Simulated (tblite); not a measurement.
Geometry relaxation of C2H9Ge2N3O (part 2 of 2)

Continued. System: C2H9Ge2N3O. Method: GFN2-xTB geometry optimisation, gas phase (tblite 0.8.0). It belongs to a series of runs on one base structure; here: H on Ge replaced by OCH3.

Geometry of the input (Å):
```
C  -1.1811  -1.8406  -0.3221
O  -1.0439  -0.5574  -0.8958
Ge -1.1618  0.6448  0.4459
C  -2.7020  1.7314  0.1400
N  -3.6375  2.3794  -0.0238
N  0.3415  1.7328  0.4492
Ge 1.8008  0.6524  0.8877
N  2.1541  -0.5313  -0.5011
H  -0.3765  -2.0525  0.4150
H  -2.1957  -1.9535  0.1536
H  -1.1142  -2.5947  -1.1315
H  -1.3147  -0.0469  1.8265
H  0.4898  2.0590  -0.5197
H  3.0513  1.5382  1.1239
H  1.4867  -0.1392  2.1863
H  3.0111  -1.0580  -0.2343
H  2.3851  0.0482  -1.3372
```

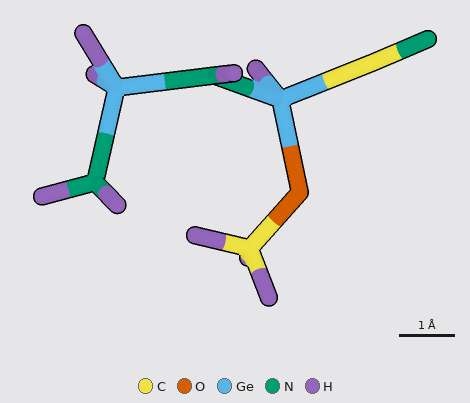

*The geometry at step 101 of the log (stick view, seen at a tilt).*

**Trajectory as extended XYZ, continued**
```
17
Properties=species:S:1:pos:R:3:forces:R:3 step=65 energy=-694.66328
C    -1.1815   -1.9640   -0.4338   -0.0120   0.0050   0.0150
O    -1.7610   -0.6732   -0.4158    0.0530   0.0060  -0.0280
Ge   -1.3598    0.6528    0.6581    0.0180   0.0040  -0.0400
C    -2.6253    1.9790    0.0774   -0.0120  -0.0110   0.0500
N    -3.3556    2.8049   -0.2260    0.0010  -0.0060  -0.0200
N     0.2849    1.3744    0.4323    0.0200   0.0280  -0.0800
Ge    1.8996    0.6693    0.8816    0.0560   0.0300   0.0160
N     2.3204   -0.6091   -0.3374   -0.0130  -0.0020   0.0180
H    -0.1876   -1.9835    0.0222    0.0050   0.0400  -0.0320
H    -1.8318   -2.6574    0.1026    0.0110  -0.0470  -0.0010
H    -1.0987   -2.2823   -1.4756   -0.0230   0.0320   0.0330
H    -1.5271    0.2751    2.1071   -0.0010   0.0150   0.0230
H     0.3526    2.0040   -0.3574   -0.0720  -0.0010   0.0370
H     2.8386    1.8573    0.9449   -0.0220  -0.0320  -0.0080
H     1.7920   -0.0162    2.2062   -0.0340  -0.0210   0.0080
H     3.2112   -1.0690   -0.2121   -0.0090  -0.0090  -0.0480
H     2.2222   -0.3500   -1.3118    0.0320  -0.0330   0.0560
17
Properties=species:S:1:pos:R:3:forces:R:3 step=71 energy=-694.67020
C    -1.1486   -1.9413   -0.4411    0.0190   0.0350  -0.0230
O    -1.7663   -0.6682   -0.4147    0.0180  -0.0130   0.0390
Ge   -1.3581    0.6658    0.6473    0.0620  -0.0090   0.0220
C    -2.6373    1.9844    0.0925   -0.1300   0.0720  -0.0090
N    -3.4000    2.7911   -0.1842    0.0770  -0.0530  -0.0040
N     0.2905    1.3760    0.4006   -0.0040  -0.0460   0.0040
Ge    1.8919    0.6580    0.8935   -0.0560  -0.0090   0.0140
N     2.3010   -0.6358   -0.3136    0.0100  -0.0290   0.0090
H    -0.1289   -1.9143   -0.0484    0.0200   0.0150   0.0100
H    -1.7362   -2.6585    0.1364    0.0000   0.0340   0.0040
H    -1.1128   -2.2629   -1.4818   -0.0240  -0.0420  -0.0460
H    -1.5233    0.3104    2.1025    0.0170  -0.0040   0.0190
H     0.3511    1.9756   -0.4109    0.0070   0.0300   0.0060
H     2.8532    1.8220    0.9591    0.0010   0.0170   0.0000
H     1.7356   -0.0122    2.2256   -0.0160   0.0110  -0.0510
H     3.1907   -1.1039   -0.2161    0.0040   0.0010   0.0300
H     2.1902   -0.3741   -1.2844   -0.0030  -0.0110  -0.0240
17
Properties=species:S:1:pos:R:3:forces:R:3 step=76 energy=-694.67455
C    -1.1247   -1.9254   -0.4557   -0.0150  -0.0120   0.0180
O    -1.7787   -0.6719   -0.3894   -0.0010  -0.0090  -0.0300
Ge   -1.3601    0.6703    0.6569   -0.0710  -0.0070   0.0270
C    -2.6543    1.9843    0.1086    0.0530  -0.0510   0.0110
N    -3.4044    2.7972   -0.1794   -0.0320   0.0320  -0.0210
N     0.2876    1.3601    0.3780   -0.0050   0.0290   0.0030
Ge    1.8803    0.6477    0.8932   -0.0060   0.0050  -0.0400
N     2.2923   -0.6631   -0.2982   -0.0020   0.0160  -0.0040
H    -0.0907   -1.8611   -0.1053    0.0070  -0.0380  -0.0390
H    -1.6649   -2.6586    0.1491    0.0300   0.0290   0.0040
H    -1.1321   -2.2561   -1.4974   -0.0060   0.0590   0.0420
H    -1.5181    0.3341    2.1198    0.0340  -0.0100  -0.0040
H     0.3412    1.9699   -0.4260    0.0240   0.0140   0.0080
H     2.8565    1.8015    0.9510   -0.0250   0.0080   0.0030
H     1.6970   -0.0004    2.2282   -0.0060  -0.0190   0.0000
H     3.1910   -1.1138   -0.2013    0.0070  -0.0080   0.0190
H     2.1751   -0.4026   -1.2697    0.0130  -0.0380   0.0010
17
Properties=species:S:1:pos:R:3:forces:R:3 step=81 energy=-694.67815
C    -1.1026   -1.9097   -0.4665    0.0140   0.0130  -0.0150
O    -1.7912   -0.6783   -0.3682    0.0070   0.0430   0.0300
Ge   -1.3715    0.6735    0.6659    0.0320   0.0260  -0.0340
C    -2.6709    1.9827    0.1219    0.0030   0.0180  -0.0240
N    -3.4135    2.8007   -0.1735    0.0110  -0.0290   0.0070
N     0.2780    1.3537    0.3557   -0.0100   0.0290   0.0160
Ge    1.8630    0.6407    0.8862    0.0090  -0.0070   0.0140
N     2.2857   -0.6872   -0.2816    0.0090  -0.0010  -0.0040
H    -0.0516   -1.8207   -0.1810    0.0280   0.0240   0.0090
H    -1.5811   -2.6565    0.1672   -0.0270  -0.0370   0.0420
H    -1.1574   -2.2363   -1.5052   -0.0340  -0.0070  -0.0400
H    -1.4936    0.3656    2.1373    0.0100  -0.0370  -0.0010
H     0.3444    1.9775   -0.4361   -0.0390  -0.0060   0.0060
H     2.8456    1.7895    0.9531   -0.0300   0.0010  -0.0100
H     1.6603   -0.0001    2.2230    0.0040  -0.0120   0.0020
H     3.1879   -1.1296   -0.1776   -0.0030   0.0020   0.0210
H     2.1614   -0.4532   -1.2583    0.0160  -0.0200  -0.0190
17
Properties=species:S:1:pos:R:3:forces:R:3 step=86 energy=-694.68052
C    -1.1034   -1.9086   -0.4670   -0.0080   0.0020   0.0020
O    -1.7850   -0.6735   -0.3602   -0.0230  -0.0020  -0.0090
Ge   -1.3677    0.6768    0.6705    0.0110  -0.0070   0.0130
C    -2.6690    1.9788    0.1182    0.0170   0.0000   0.0140
N    -3.4096    2.7958   -0.1833   -0.0210   0.0030  -0.0100
N     0.2741    1.3678    0.3606    0.0190   0.0000   0.0020
Ge    1.8560    0.6393    0.8798    0.0090   0.0040  -0.0020
N     2.2911   -0.6904   -0.2822   -0.0120  -0.0060  -0.0020
H    -0.0479   -1.8192   -0.1940   -0.0120  -0.0100  -0.0160
H    -1.5783   -2.6550    0.1744    0.0180   0.0200  -0.0020
H    -1.1782   -2.2326   -1.5065   -0.0020  -0.0100   0.0090
H    -1.4740    0.3514    2.1401   -0.0120  -0.0070  -0.0100
H     0.3320    2.0004   -0.4244   -0.0050  -0.0030  -0.0010
H     2.8317    1.7905    0.9469    0.0100   0.0160   0.0010
H     1.6516   -0.0065    2.2146    0.0060  -0.0030  -0.0060
H     3.1931   -1.1288   -0.1610   -0.0050   0.0000   0.0170
H     2.1764   -0.4742   -1.2642    0.0120   0.0030  -0.0010
17
Properties=species:S:1:pos:R:3:forces:R:3 step=91 energy=-694.68133
C    -1.0956   -1.8976   -0.4716   -0.0070  -0.0050  -0.0040
O    -1.7856   -0.6675   -0.3612    0.0070  -0.0020  -0.0140
Ge   -1.3630    0.6811    0.6710   -0.0230   0.0020  -0.0070
C    -2.6709    1.9804    0.1256   -0.0080   0.0060   0.0030
N    -3.4252    2.7853   -0.1757    0.0070  -0.0110   0.0020
N     0.2774    1.3741    0.3575   -0.0140  -0.0100   0.0000
Ge    1.8537    0.6376    0.8800    0.0070   0.0060  -0.0080
N     2.2823   -0.6996   -0.2776    0.0120   0.0110   0.0090
H    -0.0352   -1.8001   -0.2244    0.0100   0.0180  -0.0120
H    -1.5456   -2.6404    0.1891   -0.0180  -0.0150   0.0190
H    -1.1911   -2.2353   -1.5047   -0.0150  -0.0020  -0.0060
H    -1.4706    0.3494    2.1376   -0.0020  -0.0040   0.0090
H     0.3316    1.9926   -0.4390    0.0120   0.0020   0.0040
H     2.8309    1.7880    0.9521    0.0150  -0.0020  -0.0030
H     1.6391   -0.0105    2.2120    0.0110   0.0070  -0.0020
H     3.1830   -1.1384   -0.1468   -0.0050  -0.0100   0.0090
H     2.1777   -0.4870   -1.2615    0.0100   0.0110   0.0000
17
Properties=species:S:1:pos:R:3:forces:R:3 step=96 energy=-694.68235
C    -1.1029   -1.8970   -0.4736    0.0020   0.0020  -0.0050
O    -1.7873   -0.6629   -0.3708   -0.0050   0.0050   0.0050
Ge   -1.3651    0.6778    0.6739    0.0150  -0.0070  -0.0020
C    -2.6688    1.9811    0.1323   -0.0200  -0.0200  -0.0140
N    -3.4269    2.7763   -0.1837   -0.0040   0.0200   0.0100
N     0.2749    1.3760    0.3624    0.0050  -0.0050  -0.0060
Ge    1.8567    0.6440    0.8746   -0.0070   0.0000   0.0170
N     2.2845   -0.6975   -0.2763    0.0110   0.0100  -0.0100
H    -0.0386   -1.7933   -0.2439   -0.0080  -0.0170   0.0020
H    -1.5471   -2.6325    0.2015    0.0180   0.0210  -0.0040
H    -1.2118   -2.2451   -1.5019   -0.0200  -0.0070  -0.0030
H    -1.4708    0.3311    2.1385   -0.0010   0.0060  -0.0100
H     0.3284    1.9993   -0.4306   -0.0070   0.0010   0.0060
H     2.8402    1.7898    0.9440   -0.0070   0.0030  -0.0050
H     1.6462   -0.0092    2.2034    0.0130   0.0090   0.0250
H     3.1794   -1.1412   -0.1250    0.0020  -0.0240  -0.0090
H     2.2021   -0.4846   -1.2625    0.0140   0.0030   0.0030
17
Properties=species:S:1:pos:R:3:forces:R:3 step=101 energy=-694.68418
C    -1.1091   -1.8900   -0.4830   -0.0100  -0.0010   0.0080
O    -1.7869   -0.6510   -0.3890    0.0170  -0.0470   0.0020
Ge   -1.3633    0.6773    0.6689   -0.0170   0.0230  -0.0190
C    -2.6818    1.9716    0.1367   -0.0240   0.0430  -0.0220
N    -3.4467    2.7635   -0.1731    0.0370  -0.0350   0.0290
N     0.2772    1.3759    0.3607    0.0170  -0.0020   0.0150
Ge    1.8627    0.6521    0.8775    0.0190  -0.0270  -0.0100
N     2.2946   -0.6880   -0.2728   -0.0010  -0.0330   0.0130
H    -0.0378   -1.7827   -0.2896   -0.0020  -0.0070  -0.0400
H    -1.5252   -2.6052    0.2301   -0.0110   0.0040  -0.0070
H    -1.2598   -2.2669   -1.4964    0.0060   0.0100   0.0260
H    -1.4709    0.3171    2.1294    0.0050   0.0030   0.0000
H     0.3316    2.0028   -0.4293   -0.0080   0.0040  -0.0010
H     2.8450    1.8005    0.9457   -0.0260   0.0000  -0.0090
H     1.6621   -0.0045    2.2074    0.0010   0.0170   0.0070
H     3.1615   -1.1775   -0.0988   -0.0150   0.0200   0.0000
H     2.2399   -0.4830   -1.2620    0.0120   0.0270   0.0080
17
Properties=species:S:1:pos:R:3:forces:R:3 step=106 energy=-694.68640
C    -1.1137   -1.8822   -0.4969    0.0070  -0.0260  -0.0050
O    -1.7984   -0.6498   -0.3927    0.0190   0.0130   0.0120
Ge   -1.3691    0.6756    0.6687    0.0150   0.0000  -0.0270
C    -2.6921    1.9670    0.1410    0.0220   0.0280   0.0050
N    -3.4570    2.7608   -0.1628    0.0010  -0.0060   0.0120
N     0.2753    1.3726    0.3636   -0.0220  -0.0190   0.0080
Ge    1.8647    0.6498    0.8749   -0.0100   0.0270   0.0230
N     2.2960   -0.7013   -0.2628   -0.0090  -0.0010  -0.0140
H    -0.0325   -1.7572   -0.3861   -0.0110  -0.0120   0.0200
H    -1.4746   -2.5819    0.2610    0.0290  -0.0010  -0.0200
H    -1.3234   -2.2868   -1.4877   -0.0330  -0.0100  -0.0080
H    -1.4699    0.3082    2.1276   -0.0070   0.0030   0.0080
H     0.3239    2.0052   -0.4222    0.0150   0.0000   0.0000
H     2.8414    1.8039    0.9236   -0.0190   0.0000  -0.0140
H     1.6805    0.0135    2.2178   -0.0120   0.0080  -0.0180
H     3.1471   -1.2031   -0.0531    0.0090  -0.0100  -0.0060
H     2.2947   -0.4823   -1.2514    0.0040   0.0070   0.0260
17
Properties=species:S:1:pos:R:3:forces:R:3 step=111 energy=-694.68775
C    -1.1156   -1.8837   -0.5082   -0.0040   0.0170  -0.0080
O    -1.8018   -0.6524   -0.3899    0.0020  -0.0170  -0.0080
Ge   -1.3698    0.6755    0.6635    0.0060  -0.0100   0.0220
C    -2.6903    1.9730    0.1444    0.0110  -0.0140   0.0030
N    -3.4671    2.7590   -0.1483    0.0020   0.0190   0.0030
N     0.2750    1.3646    0.3596    0.0140   0.0180  -0.0130
Ge    1.8656    0.6516    0.8758    0.0020  -0.0180  -0.0080
N     2.2977   -0.7103   -0.2540    0.0330   0.0170   0.0180
H    -0.0324   -1.7499   -0.4439    0.0090  -0.0100  -0.0080
H    -1.4339   -2.5763    0.2732   -0.0070  -0.0140   0.0090
H    -1.3710   -2.3015   -1.4829   -0.0060  -0.0040  -0.0010
H    -1.4714    0.3136    2.1250   -0.0080   0.0010  -0.0030
H     0.3280    2.0117   -0.4140    0.0010  -0.0040  -0.0060
H     2.8319    1.8128    0.9111    0.0040   0.0050  -0.0150
H     1.6835    0.0297    2.2232   -0.0120  -0.0120   0.0070
H     3.1391   -1.2267   -0.0332   -0.0380   0.0250   0.0060
H     2.3253   -0.4787   -1.2391   -0.0080   0.0000   0.0010
17
Properties=species:S:1:pos:R:3:forces:R:3 step=116 energy=-694.68828
C    -1.1215   -1.8862   -0.5138    0.0050  -0.0150  -0.0060
O    -1.8053   -0.6550   -0.3898    0.0030   0.0000   0.0070
Ge   -1.3706    0.6706    0.6673   -0.0100   0.0060  -0.0080
C    -2.6861    1.9735    0.1454   -0.0010  -0.0030   0.0050
N    -3.4575    2.7654   -0.1472    0.0200  -0.0040   0.0090
N     0.2738    1.3615    0.3627   -0.0010   0.0020   0.0020
Ge    1.8676    0.6541    0.8764   -0.0060   0.0240   0.0030
N     2.3041   -0.7044   -0.2501   -0.0090  -0.0090   0.0050
H    -0.0369   -1.7518   -0.4701   -0.0050  -0.0100  -0.0090
H    -1.4245   -2.5769    0.2765   -0.0020   0.0050  -0.0030
H    -1.3952   -2.3095   -1.4817    0.0020   0.0040   0.0080
H    -1.4795    0.3088    2.1281    0.0010  -0.0020  -0.0030
H     0.3244    2.0113   -0.4086   -0.0020  -0.0030  -0.0090
H     2.8264    1.8212    0.8932    0.0120   0.0090   0.0060
H     1.6941    0.0345    2.2262   -0.0090  -0.0030   0.0010
H     3.1349   -1.2297   -0.0173    0.0090  -0.0050   0.0080
H     2.3447   -0.4754   -1.2348   -0.0060   0.0040  -0.0150
17
Properties=species:S:1:pos:R:3:forces:R:3 step=121 energy=-694.68865
C    -1.1159   -1.8863   -0.5175   -0.0060   0.0040   0.0010
O    -1.8011   -0.6561   -0.3876    0.0000   0.0000  -0.0060
Ge   -1.3679    0.6721    0.6652    0.0100  -0.0020  -0.0040
C    -2.6871    1.9717    0.1500   -0.0020   0.0030  -0.0010
N    -3.4588    2.7658   -0.1352    0.0050   0.0070   0.0020
N     0.2744    1.3675    0.3574   -0.0040  -0.0010   0.0040
Ge    1.8640    0.6567    0.8781    0.0040   0.0000   0.0010
N     2.2988   -0.7069   -0.2449    0.0010   0.0020  -0.0030
H    -0.0313   -1.7495   -0.4924   -0.0010  -0.0060   0.0010
H    -1.4058   -2.5736    0.2802    0.0030  -0.0060   0.0030
H    -1.4043   -2.3130   -1.4787   -0.0050  -0.0070  -0.0100
H    -1.4757    0.3134    2.1263    0.0070  -0.0050   0.0040
H     0.3274    2.0098   -0.4200   -0.0090  -0.0040  -0.0050
H     2.8294    1.8199    0.8947   -0.0020  -0.0050   0.0150
H     1.6784    0.0330    2.2257    0.0030   0.0190  -0.0090
H     3.1287   -1.2329   -0.0083   -0.0090   0.0080  -0.0090
H     2.3400   -0.4798   -1.2308    0.0050  -0.0080   0.0140
17
Properties=species:S:1:pos:R:3:forces:R:3 step=126 energy=-694.68905
C    -1.1241   -1.8927   -0.5253    0.0010  -0.0010  -0.0060
O    -1.7990   -0.6572   -0.3953    0.0010   0.0030  -0.0040
Ge   -1.3639    0.6670    0.6620   -0.0080  -0.0020   0.0060
C    -2.6838    1.9686    0.1532    0.0070   0.0070   0.0070
N    -3.4510    2.7704   -0.1222   -0.0020   0.0040  -0.0040
N     0.2746    1.3737    0.3600    0.0010   0.0000  -0.0120
Ge    1.8675    0.6671    0.8772   -0.0050  -0.0040  -0.0010
N     2.3002   -0.7018   -0.2400   -0.0020   0.0030   0.0060
H    -0.0386   -1.7612   -0.5315    0.0040  -0.0010  -0.0010
H    -1.3936   -2.5679    0.2897   -0.0040  -0.0050   0.0020
H    -1.4411   -2.3312   -1.4725   -0.0010  -0.0040   0.0000
H    -1.4736    0.3029    2.1220    0.0110  -0.0050   0.0000
H     0.3227    2.0122   -0.4209   -0.0030  -0.0010  -0.0040
H     2.8322    1.8301    0.8941   -0.0020  -0.0010   0.0040
H     1.6812    0.0485    2.2252    0.0020   0.0050   0.0130
H     3.1172   -1.2405    0.0108    0.0080  -0.0040   0.0090
H     2.3662   -0.4760   -1.2241   -0.0090   0.0060  -0.0160
17
Properties=species:S:1:pos:R:3:forces:R:3 step=131 energy=-694.68928
C    -1.1214   -1.8950   -0.5251   -0.0050  -0.0020   0.0030
O    -1.7963   -0.6593   -0.3941   -0.0070   0.0010   0.0010
Ge   -1.3644    0.6655    0.6642    0.0020   0.0040  -0.0030
C    -2.6809    1.9717    0.1557    0.0040   0.0000   0.0030
N    -3.4418    2.7787   -0.1221    0.0010  -0.0030   0.0000
N     0.2725    1.3743    0.3569    0.0000  -0.0100   0.0010
Ge    1.8642    0.6675    0.8778    0.0000   0.0060   0.0040
N     2.2978   -0.7008   -0.2394    0.0000  -0.0010  -0.0030
H    -0.0357   -1.7649   -0.5217   -0.0010  -0.0010  -0.0040
H    -1.3983   -2.5750    0.2839   -0.0030   0.0070  -0.0010
H    -1.4322   -2.3283   -1.4768    0.0050  -0.0020  -0.0020
H    -1.4694    0.3026    2.1249    0.0080  -0.0050  -0.0030
H     0.3184    2.0046   -0.4307    0.0050   0.0020  -0.0040
H     2.8325    1.8278    0.9003   -0.0070   0.0020  -0.0040
H     1.6763    0.0528    2.2279   -0.0010  -0.0010   0.0060
H     3.1209   -1.2333    0.0059   -0.0020   0.0050  -0.0050
H     2.3508   -0.4768   -1.2253    0.0000  -0.0030   0.0100
17
Properties=species:S:1:pos:R:3:forces:R:3 step=136 energy=-694.68943
C    -1.1257   -1.8976   -0.5272    0.0000   0.0040  -0.0040
O    -1.7956   -0.6587   -0.4003   -0.0020   0.0050  -0.0070
Ge   -1.3616    0.6640    0.6607    0.0030  -0.0070   0.0000
C    -2.6776    1.9726    0.1592   -0.0060  -0.0060  -0.0030
N    -3.4410    2.7779   -0.1167    0.0030   0.0020   0.0020
N     0.2738    1.3741    0.3537    0.0010   0.0060  -0.0030
Ge    1.8648    0.6714    0.8802    0.0020  -0.0080   0.0010
N     2.2979   -0.6968   -0.2371    0.0000  -0.0040   0.0070
H    -0.0393   -1.7723   -0.5315   -0.0060   0.0060   0.0040
H    -1.4012   -2.5700    0.2880    0.0000  -0.0080   0.0040
H    -1.4422   -2.3366   -1.4746   -0.0040   0.0040   0.0020
H    -1.4612    0.2947    2.1198    0.0030  -0.0040   0.0010
H     0.3202    2.0052   -0.4334    0.0060  -0.0030   0.0010
H     2.8310    1.8328    0.9017   -0.0010   0.0060  -0.0030
H     1.6770    0.0582    2.2317   -0.0020   0.0030  -0.0070
H     3.1167   -1.2345    0.0104    0.0080  -0.0010   0.0030
H     2.3568   -0.4725   -1.2223   -0.0050   0.0040   0.0010
```

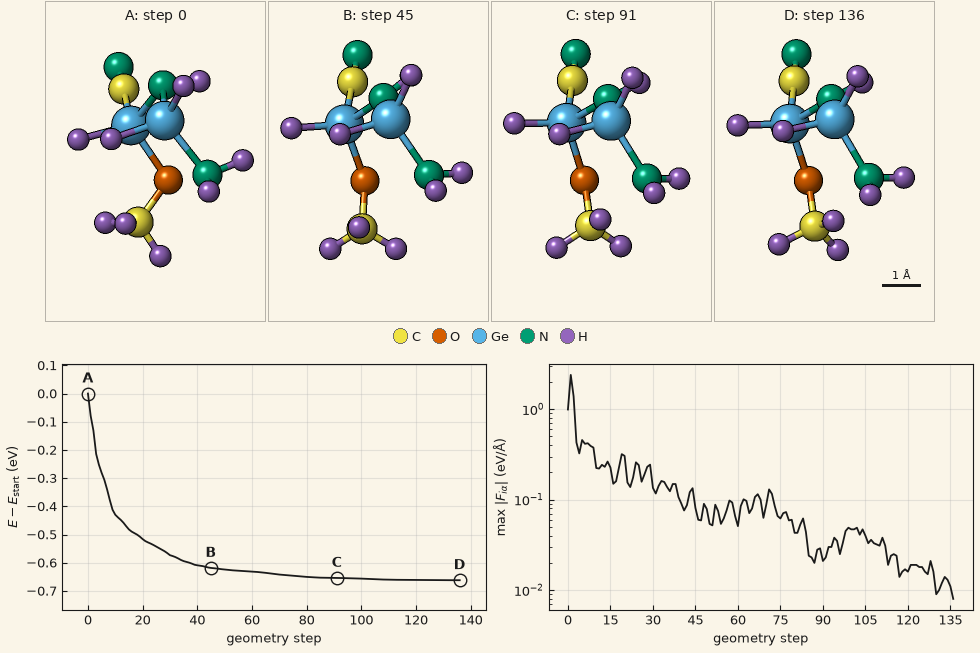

*Frames of the relaxation (ball-and-stick view, seen at an oblique angle) above the curves, on which the letters mark them (steps are counted from 0).*

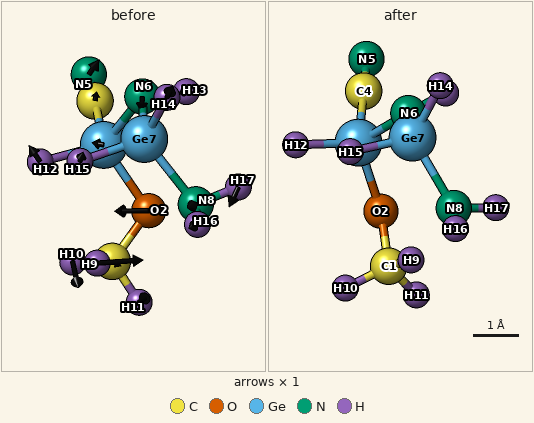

*Before (left) and after (right) the relaxation, at one scale (ball-and-stick view, seen at an oblique angle). The black arrows give the displacements, at true length.*

The energy falls by 0.662 eV in 136 geometry steps. Largest force component: 0.99 eV/Å at the start, 0.008 eV/Å at the end. The largest move after the best rigid fit is that of H9, 1.05 Å. Largest moves by element: H 1.05 Å, O 0.90 Å, N 0.42 Å, Ge 0.30 Å, C 0.23 Å. Distances before and after: Ge7–H15 1.553 → 1.496 Å, O2–Ge3 1.805 → 1.750 Å, N6–Ge7 1.868 → 1.817 Å, Ge3–N6 1.856 → 1.809 Å. Among the angles that change: C1–O2–Ge3 107.3° → 126.8°, Ge3–N6–Ge7 107.1° → 126.2°, Ge7–N8–H16 106.7° → 116.3°. (Atoms are counted from 1 in the order of the input.)

**Results in brief**

| quantity | value |
| --- | --- |
| outcome | converged |
| total energy | −694.6894 eV |
| hardware | 1 CPU thread, shared host |
| wall time | 3.4 s |
| peak memory | 0.18 GiB |
